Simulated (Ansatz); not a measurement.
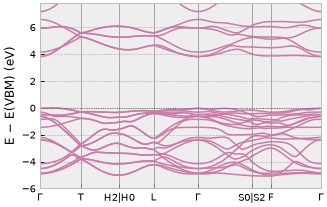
Band structure from plane-wave PAW LDA (Ansatz code)

The gap is 3.82 eV; an edge lies off the plotted path or next to a special point (maximum off the standard path, minimum at Γ).

The material is LiTaO$_{3}$ in space group R3c (No. 161; Li on 6a, Ta on 6a, O on 18b).

The LDA relaxation kept the symmetry of its start. No spin polarisation was allowed. Spin–orbit coupling is left out wherever it is not named.

Potentials: the later of the program's two PAW sets.
